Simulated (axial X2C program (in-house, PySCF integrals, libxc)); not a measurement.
# MnCl⁺: relativistic diatomic calculation

System: MnCl⁺, single determinant with M_S = 3/2 and |Λ| = 0 (not the lowest found).
Method: PBE0, spin-free X2C-1e, Mn dyall-cv3z, Cl dyall-av3z (cores contracted) (axial X2C program (in-house, PySCF integrals, libxc)).

### The input
```
{"zs": [25, 17], "q": 1, "bas": ["dyall-cv3z", "dyall-av3z"], "levels": ["PBE0", "HF", "PW91"], "cc": true, "r0": 2.18, "thr": -2.0, "nmax": 90, "npts": 10, "nst": 2, "ntry": 6}
```

The line is the task of a batch: nuclear charges, charge, bases, the levels to run, a first guess of the distance and further settings. This report covers PBE0 without spin-orbit coupling. The log is that of the reference distance 2.098 Å, started from orbitals converged before.

Hardware: 1 thread of AMD EPYC (Zen 5), 24 GiB of memory available, shared host.

Launched within a batch (the task file carries these settings):
```bash
python <driver script> task.json out
```

### Output
```
spin-free X2C-1e  PBE0
basis functions 170  fitting functions 906  grid points 5080
iter        total energy     max residual
   1      -1619.568513192     3.15e-05
   2      -1619.568513204     3.24e-05
   3      -1619.568513214     1.65e-05
   4      -1619.568513218     8.05e-06
converged
one-electron -2436.83957053  Coulomb 790.52113105  exact exchange -19.71651721  xc functional -60.73103729  nuclear repulsion 107.19748076
```

### The points of the curve

| R (Å) | E (hartree) | dipole (D; origin at the first atom, positive when the second is positive) | highest filled (eV) | lowest empty (eV) |
| --- | --- | --- | --- | --- |
| 1.825 | −1619.539243 | −1.38 | −13.54 | −10.67 |
| 1.909 | −1619.557639 | −1.69 | −13.72 | −10.68 |
| 1.972 | −1619.565060 | −1.91 | −13.85 | −10.71 |
| 2.035 | −1619.568372 | −2.12 | −13.98 | −10.76 |
| 2.098 | −1619.568513 | −2.32 | −14.10 | −10.81 |
| 2.171 | −1619.565670 | −2.54 | −14.22 | −10.89 |
| 2.245 | −1619.560467 | −2.73 | −14.09 | −10.98 |
| 2.339 | −1619.551488 | −2.94 | −13.88 | −11.10 |
| 2.455 | −1619.538575 | −3.11 | −13.64 | −11.24 |

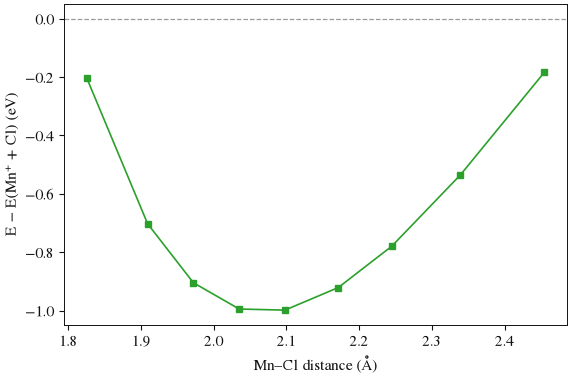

Fig. 1: Energy at 9 bond lengths, for one set of occupations held fixed; the line joins the points. A polynomial of degree 6 through 9 points gives rₑ = 2.069 Å, ωₑ = 488.3 cm⁻¹, ωₑxₑ = 1.5 cm⁻¹ and Bₑ = 0.1843 cm⁻¹. The minimum lies 1.01 eV below Mn⁺ + Cl, each computed as one determinant at the same level.

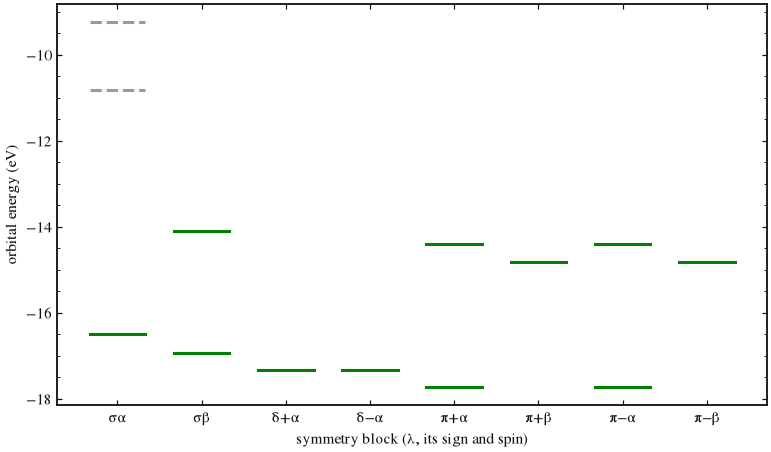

Fig. 2: Orbital energies near the frontier at 2.10 Å, filled (solid) and empty (dashed); a label such as π−α means λ = −1 and α spin. The highest filled orbital (σβ; 53 % Mn d, 30 % Cl p) lies at −14.10 eV, the lowest empty one (σα; 61 % Mn d, 26 % Mn s) at −10.81 eV.

### Key numbers

| quantity | value |
| --- | --- |
| outcome | converged |
| bond length rₑ | 2.069 Å |
| ωₑ | 488.3 cm⁻¹ |
| energy at the minimum | −1619.56879 hartree |
| depth below the fragments | 1.01 eV |
| largest ⟨S²⟩ along the curve | 4.77 |
| wall time | 3.1 s |
| peak memory | 0.81 GiB |

### Notes

⟨S²⟩ reaches 4.77 where a pure state of this multiplicity has 3.75, so the determinant is spin-contaminated. Limits: 9 of the 10 points asked for were kept.
